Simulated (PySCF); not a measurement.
H10GeOSi3, SMILES [OH][Ge]([SiH3])([SiH3])[SiH3] at its GFN2-xTB optimised geometry (Å):

```
15

O      1.0471     0.9876    -3.3071
Ge     0.3837     0.1742    -1.8295
Si    -1.8996     0.5619    -2.3299
Si     1.2788     1.4172     0.0000
Si     1.1926    -2.0671    -1.9685
H      1.9939     1.0103    -3.4188
H     -2.2076     1.9923    -2.4066
H     -2.3159    -0.0564    -3.5908
H     -2.7482    -0.0030    -1.2717
H      2.7482     1.4172     0.0000
H      0.8454     0.8191     1.2640
H      0.8518     2.8189     0.0000
H      0.6997    -2.7876    -3.1454
H      2.6607    -2.1068    -2.0275
H      0.7862    -2.8189    -0.7801
```

Level of theory: B3LYP/def2-TZVP (PySCF 2.14.0). Cells within 0.4 Å of a nucleus heavier than hydrogen are left out (blank, or x).

Map of the HOMO−1 amplitude (bohr^(-3/2)) on the plane z = 0.0 Å; orbital energy -7.68 eV, overall sign arbitrary:

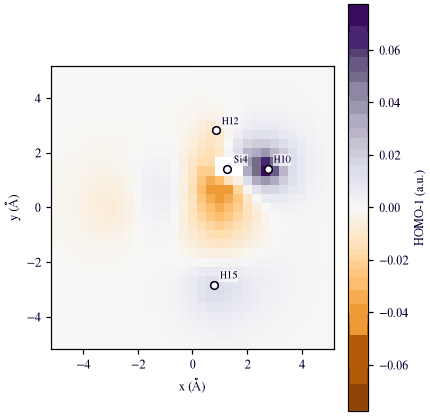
*HOMO−1 amplitude (bohr^(-3/2)) on the plane z = 0.0 Å.*
